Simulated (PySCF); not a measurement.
# Si₃: triplet, from a equilateral triangle start

Where does triplet Si₃ go from a equilateral triangle start, is the end point a minimum, and what are its modes, charges and moments?

The runs use PySCF 2.14.0; PBE0, basis Si def2-TZVP, no relativity, density fitting.

**1. The system as given**

3 atoms, charge 0, spin multiplicity 3.

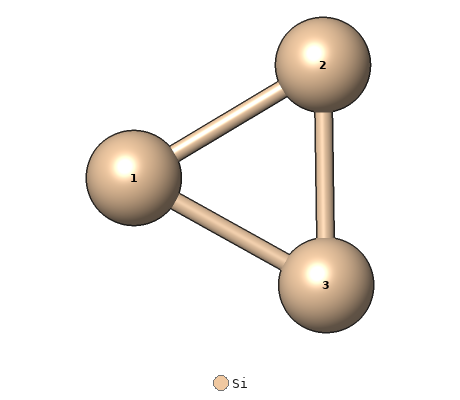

As it starts; silicon light orange; atoms are numbered from 1 in the order of the file.

Coordinates in bohr (charge 0 multiplicity 3):
```
Si    1.2656   -2.1921    0.0000
Si   -2.5312    0.0000    0.0000
Si    1.2656    2.1921    0.0000
```

**2. The SCF at the typed geometry**

One driver script runs all steps and calls PySCF; scf.py shows how it sets up the SCF of each step. The optimiser is the driver's own. After this first run the driver tries any further starts and a stability analysis.

scf.py reads:

```python
from pyscf import gto, scf, dft
mol = gto.M(atom='''
Si     0.669730    -1.160010     0.000000
Si    -1.339460     0.000010     0.000000
Si     0.669720     1.160010     0.000000''',
    basis={'Si': 'def2-TZVP'},
    charge=0, spin=2)
mf = dft.UKS(mol, xc='PBE0')
mf.grids.atom_grid = (50, 194)
aux = {'Si': 'def2-universal-JKFIT'}
mf = mf.density_fit(auxbasis=aux)
mf.conv_tol = 1e-08
mf.diis_space = 10
mf.max_cycle = 60
mf.init_guess = 'minao'
mf.verbose = 4
mf.kernel()
```

Run with:

```sh
$ OMP_NUM_THREADS=4 python axn.py task.json out
```

Standard output:

```text
init E= -868.162474714887
[... the frontier-level lines of each cycle are left out ...]
cycle= 1 E= -868.013605508813  delta_E= 0.149  |g|= 0.142  |ddm|= 1.21
cycle= 2 E= -868.018300273758  delta_E= -0.00469  |g|= 0.0946  |ddm|= 0.206
cycle= 3 E= -868.023433275281  delta_E= -0.00513  |g|= 0.0218  |ddm|= 0.103
cycle= 4 E= -868.023805069713  delta_E= -0.000372  |g|= 0.00591  |ddm|= 0.0315
cycle= 5 E= -868.02384454899  delta_E= -3.95e-05  |g|= 0.000981  |ddm|= 0.00969
cycle= 6 E= -868.023846459589  delta_E= -1.91e-06  |g|= 0.00019  |ddm|= 0.00273
cycle= 7 E= -868.02384656128  delta_E= -1.02e-07  |g|= 0.00015  |ddm|= 0.000779
cycle= 8 E= -868.023846579685  delta_E= -1.84e-08  |g|= 8.42e-05  |ddm|= 0.000271
cycle= 9 E= -868.023846588551  delta_E= -8.87e-09  |g|= 6.3e-06  |ddm|= 0.000162
Extra cycle  E= -868.023846588626  delta_E= -7.54e-11  |g|= 3.65e-06  |ddm|= 1.54e-05
converged SCF energy = -868.023846588626  <S^2> = 2.0074211  2S+1 = 3.0049433
```

This step, with its further starts and checks, took 17 s on 4 threads of Arm Neoverse N1, shared host.

Energies from each starting density:

```
                      start  energy (Eh)
    the minimal-basis guess  -868.023847
a thermally smeared density  -868.023847
      a smeared PBE density  -868.023847
```

The test of internal stability and the other starts found no lower solution of this spin.

**3. Equilateral triangle start, triplet: relaxation**

The program finds D3h symmetry in the start, which this walk keeps.

Changes to scf.py since step 2:

```diff
@@ -3,3 +3,3 @@
-Si     0.669730    -1.160010     0.000000
-Si    -1.339460     0.000010     0.000000
-Si     0.669720     1.160010     0.000000''',
+Si     0.669730    -1.160007     0.000000
+Si    -1.339460     0.000000     0.000000
+Si     0.669731     1.160007     0.000000''',
@@ -15 +14,0 @@
-mf.init_guess = 'minao'
```

Energy and gradient, step by step:

```
step  energy (Eh)  change (kJ/mol)  largest symmetric gradient (Eh/bohr)
   0  -868.023847             0.00                               0.01262
   1  -868.024663            -2.14                               0.00511
   2  -868.024807            -2.52                               0.00051
   3  -868.024809            -2.53                               0.00002
```

The walk took 9.6 s.

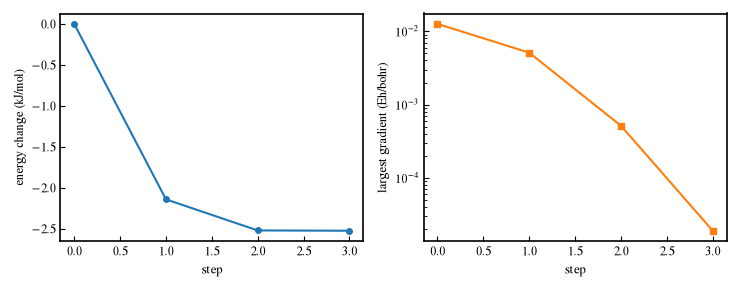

Energy and largest gradient along the walk.

It settles in D3h symmetry, 2.5 kJ/mol below the start, after 3 steps: Si–Si 2.275 Å (×3); Si–Si–Si 60.0° (×3).

**4. Is it a minimum? Harmonic modes**

The point is checked on the finer grid, and tightened if its gradient asks for it. The Hessian and the dipole derivatives come from central differences of analytic gradients, with steps of 0.02 bohr.

Changes to scf.py since step 3:

```diff
@@ -3,3 +3,3 @@
-Si     0.669730    -1.160007     0.000000
-Si    -1.339460     0.000000     0.000000
-Si     0.669731     1.160007     0.000000''',
+Si     0.656710    -1.137456     0.000000
+Si    -1.313421     0.000000     0.000000
+Si     0.656711     1.137455     0.000000''',
@@ -9 +9 @@
-mf.grids.atom_grid = (50, 194)
+mf.grids.atom_grid = (75, 302)
@@ -12 +12 @@
-mf.conv_tol = 1e-08
+mf.conv_tol = 1e-10
```

The driver hands on the density of the step before, so the log starts near convergence.

Log of the central SCF (cycles and frontier levels):

```text
init E= -868.024828130357
[... the frontier-level lines of each cycle are left out ...]
cycle= 1 E= -868.024828130355  delta_E= 1.59e-12  |g|= 1.55e-06  |ddm|= 2.84e-06
Extra cycle  E= -868.02482813035  delta_E= 4.77e-12  |g|= 3e-06  |ddm|= 5.17e-06
converged SCF energy = -868.02482813035  <S^2> = 2.0075235  2S+1 = 3.0050115
```

The whole step took 33 s.

Geometry: D3h; Si–Si 2.275 Å (×3); Si–Si–Si 60.0° (×3).

Harmonic modes (main isotopes):

```json
{"symmetry": "e'", "ω (cm⁻¹)": "312", "IR (km/mol)": "0.3", "μ (u)": "27.98"}
{"symmetry": "a1'", "ω (cm⁻¹)": "514", "IR (km/mol)": "0.0", "μ (u)": "27.98"}
```

No imaginary mode, so this is a minimum.

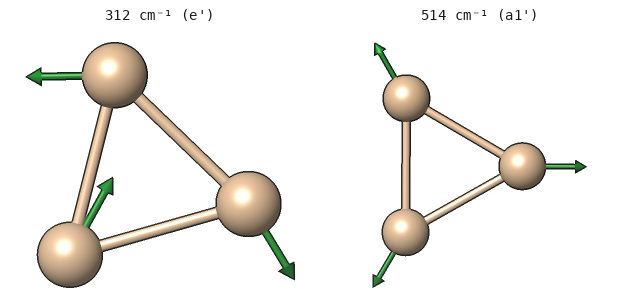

How the atoms move in 2 of the modes.

Properties at this point:

```
Dipole moment                                                   : 0.00 D
Highest occupied level                                          : -6.37 eV
Lowest empty level                                              : -3.82 eV
Rotational constants                                            : 0.2329, 0.2329, 0.1164 cm⁻¹
Zero-point energy                                               : 6.8 kJ/mol
Principal polarisabilities                                      : 57.8, 112.9, 112.9 bohr³
Atomisation energy without zero-point energy                    : 726 kJ/mol
Principal traceless quadrupole moments about the centre of mass : -0.44, -0.44, 0.88 D Å
Entropy at 298.15 K and 1 bar (electronic part: spin only)      : 277.0 J/(mol K)
Heat capacity Cp at 298.15 K                                    : 52.2 J/(mol K)
Enthalpy at 298.15 K above 0 K                                  : 12.60 kJ/mol
Rotational symmetry number                                      : 6
Spin squared ⟨S²⟩                                               : 2.008
```

Populations by atom (charges in e):

```
 atom  Mulliken  Löwdin  polar tensor  spin (Mulliken)  Mayer order to Si1
  Si1      0.00    0.00          0.00             0.67                   –
Si2,3      0.00    0.00          0.00             0.67                1.37
```

Mulliken populations on Si1: s 5.78, p 8.06, d 0.15, f 0.01.

**5. Results**

```
                                          quantity                                    value
                                           minimum                             triplet, D3h
                                          geometry  Si–Si 2.275 Å (×3); Si–Si–Si 60.0° (×3)
                                wavenumbers (cm⁻¹)                      312 (e'), 514 (a1')
                                     dipole moment                                   0.00 D
highest occupied, lowest empty level (either spin)                          -6.37, -3.82 eV
                        polar-tensor charge of Si1                                  +0.00 e
                                 zero-point energy                               6.8 kJ/mol
                               entropy at 298.15 K                          277.0 J/(mol K)
         atomisation energy (no zero-point energy)                               726 kJ/mol
                                              ⟨S²⟩                                    2.008
```

What this shows: The equilateral triangle start keeps its D3h symmetry and ends in a minimum. Only this shape and spin were tried, so other structures or states may lie lower.

The search up to here took 59 s.
